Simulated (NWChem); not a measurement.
# MoO3 (SMILES [O]=[Mo](=[O])=[O]): levels of theory compared

We compute a comparison of 4 runs (BLYP/def2-SVPD, PBE/def2-SVPD, SVWN5/def2-SVPD, CCSD(T)/def2-SVPD) of MoO3. 

The calculation is run with NWChem 7.3.0.

## Step 1: The system as given

The species is MoO3 (4 atoms), meant as a singlet with charge 0. As SMILES, `[O]=[Mo](=[O])=[O]`. The shape is that of a PBE0-D4/def2-TZVP optimisation.

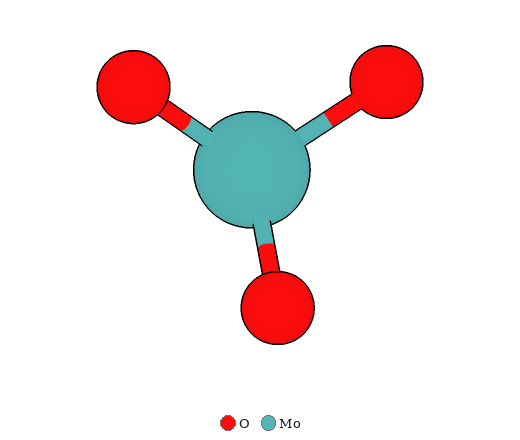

Viewed from a chosen angle; oxygen red, molybdenum teal.

## Step 2: Energy and gradient at BLYP/def2-SVPD (core potential) (run 1)

Contents of moo3.nw:

```
start moo3
memory stack 880 mb heap 220 mb global 1100 mb
geometry units angstroms noautosym nocenter noautoz
O       -0.968000      -0.149800       1.262500
Mo      -0.138100      -0.336500      -0.200300
O        1.507000      -0.607600       0.088800
O       -0.345200       1.033600      -1.171400
end
basis spherical bse
* library def2-SVPD
end
ecp bse
Mo library def2-SVPD
end
dft
xc becke88 lyp
grid fine
convergence energy 1e-08
iterations 100
mulliken
print low
end
task dft gradient
```

On the command line:

```bash
$ nwchem moo3.nw > moo3.out
```

The program printed:

```text
[...]
 d= 0,ls=0.0,diis     1   -292.9719139576 -4.35D+02  9.80D-02  6.09D+00     2.3
[...]
 d= 0,ls=0.0,diis    15   -293.7651961475 -7.13D-10  8.19D-08  1.12D-10    25.5
         Total DFT energy =     -293.765196147459
      One electron energy =     -708.237907953565
           Coulomb energy =      306.296530355900
    Exchange-Corr. energy =      -33.485992594486
 Nuclear repulsion energy =      141.662174044692
[...]
      Total Density - Mulliken Population Analysis
     ---------------------------------------------
    Atom       Charge   Shell Charges
 -----------   ------   -------------------------------------------------------
    1 O    8     8.65   1.99  1.14  0.77  0.15  2.76  1.62  0.19  0.01  0.02
    2 Mo  14    12.05  -0.40  1.63  0.80  0.09 -0.02  5.99  0.17 -0.21 -0.02  3.71  0.20  0.10
    3 O    8     8.65   1.99  1.14  0.77  0.15  2.76  1.62  0.19  0.01  0.02
    4 O    8     8.65   1.99  1.14  0.77  0.15  2.76  1.62  0.19  0.01  0.02
[...]
                         DFT ENERGY GRADIENTS
    atom               coordinates                        gradient
                 x          y          z           x          y          z
   1 O      -1.829255  -0.283081   2.385779    0.018559  -0.006287  -0.035463
   2 Mo     -0.260971  -0.635893  -0.378512    0.016944   0.035944   0.021741
   3 O       2.847817  -1.148198   0.167808   -0.039466   0.004446  -0.007936
   4 O      -0.652333   1.953221  -2.213625    0.003963  -0.034103   0.021659
 Task  times  cpu:       30.3s     wall:       30.3s
 Total times  cpu:       30.3s     wall:       30.3s
```

It took 31 s on 1 thread of Intel Xeon Platinum 8488C (Sapphire Rapids), shared host; peak memory 0.13 GiB.

## Step 3: Energy and forces at PBE/def2-SVPD (core potential) (run 2)

Contents of mol.nw:

```
start mol
memory 2200 mb

geometry units angstroms noautosym nocenter noautoz
 O    -0.968000   -0.149800    1.262500
 Mo   -0.138100   -0.336500   -0.200300
 O     1.507000   -0.607600    0.088800
 O    -0.345200    1.033600   -1.171400
end

basis spherical bse
 O library def2-SVPD
 Mo library def2-SVPD
end

ecp bse
 Mo library def2-SVPD
end

dft
 xc xpbe96 cpbe96
 grid fine
 convergence energy 1e-08
 maxiter 100
 mulliken
end

task dft gradient
```

On the command line:

```bash
$ nwchem mol.nw > mol.out
```

The program printed:

```text
[...]
          Wavefunction type:  closed shell.
          No. of atoms     :     4
          No. of electrons :    38
[...]
          Charge           :     0
          Spin multiplicity:     1
[...]
          AO basis - number of functions:   103
[...]
              XC Information
              --------------
          PerdewBurkeErnzerhof Exchange Functional  1.000
            Perdew 1991 LDA Correlation Functional  1.000 local
           PerdewBurkeErnz. Correlation Functional  1.000 non-local
[...]
 d= 0,ls=0.0,diis     1   -292.8042844301 -4.34D+02  9.60D-02  6.26D+00     2.4
[...]
 d= 0,ls=0.0,diis    15   -293.6095750119 -5.37D-10  7.72D-08  1.22D-10    26.1
         Total DFT energy =     -293.609575011852
      One electron energy =     -708.243349304733
           Coulomb energy =      306.286978773680
    Exchange-Corr. energy =      -33.315378525491
 Nuclear repulsion energy =      141.662174044692
[...]
  wavefunction    = closed shell
                         DFT ENERGY GRADIENTS
    atom               coordinates                        gradient
                 x          y          z           x          y          z
   1 O      -1.829255  -0.283081   2.385779    0.011956  -0.005413  -0.024622
   2 Mo     -0.260971  -0.635893  -0.378512    0.013083   0.027777   0.016783
   3 O       2.847817  -1.148198   0.167808   -0.027158   0.001822  -0.006063
   4 O      -0.652333   1.953221  -2.213625    0.002119  -0.024185   0.013902
[...]
```

It took 32 s on 1 thread of Intel Xeon Platinum 8488C (Sapphire Rapids), shared host; peak memory 0.13 GiB.

Run 3 isn't shown in full; the table further down has it.

## Step 4: A single-point energy at CCSD(T)/def2-SVPD (core potential) (run 4)

Contents of struct.nw:

```
start struct
title "MoO3"
memory stack 880 mb heap 220 mb global 1100 mb

geometry units bohr noautosym nocenter noautoz
 O     -1.82925489    -0.28308097     2.38577923
 Mo    -0.26097118    -0.63589284    -0.37851214
 O      2.84781727    -1.14819759     0.16780768
 O     -0.65233346     1.95322092    -2.21362518
end

basis "ao basis" spherical bse
 * library def2-SVPD
end

ecp bse
 Mo library def2-SVPD
end

scf
 thresh 1e-08
 maxiter 80
end

ccsd
 freeze core 3
 maxiter 60
end

task ccsd(t) energy
```

On the command line:

```bash
$ nwchem struct.nw > struct.out
```

The program printed:

```text
[...]
  functions       =   103
[...]
  wavefunction    = RHF
[...]
         Total SCF energy =   -291.879235018439
      One-electron energy =   -706.857973997947
      Two-electron energy =    273.316575049994
 Nuclear repulsion energy =    141.662163929514
        Time for solution =     29.0s
[...]
 Total MP2 energy:           -292.972211328894616
[...]
             energy      energy      error      ampl     ampl      Block
                                                time     time      time
[...]
 Total CCSD energy:           -292.863431388172501
[...]
 Total CCSD+T(CCSD) energy:           -292.948414663678079
[...]
 Total CCSD(T) energy:                -292.931804461978686
[...]
```

Run time: 6.3 min. Hardware: 1 thread of Intel Xeon Platinum 8488C (Sapphire Rapids), shared host; peak memory 0.49 GiB.

## Step 5: Overview of the runs

```
run                               level      task  integration grid  energy (Eh)  largest force (eV/Å)  wall time
  1     BLYP/def2-SVPD (core potential)  gradient              fine  -293.765196                 2.329       31 s
  2      PBE/def2-SVPD (core potential)  gradient              fine  -293.609575                 1.799       32 s
  3    SVWN5/def2-SVPD (core potential)  gradient              fine  -292.109353                 1.219       22 s
  4  CCSD(T)/def2-SVPD (core potential)    energy                 –  -292.931804                     –    6.3 min
```

## Step 6: Summary of results

```
                                          quantity          value
                               run 4: total energy  -292.93180 Eh
        run 4: HOMO energy (Hartree–Fock orbitals)      -13.25 eV
        run 4: LUMO energy (Hartree–Fock orbitals)       -2.16 eV
      run 4: HOMO–LUMO gap (Hartree–Fock orbitals)       11.09 eV
run 4: correlation energy (3 core orbitals frozen)    -1052.6 mEh
                             run 4: (T) correction     -68.37 mEh
```

Totals of different functionals can't be ranked against each other. All runs together took 7.7 min, the longest 6.3 min.
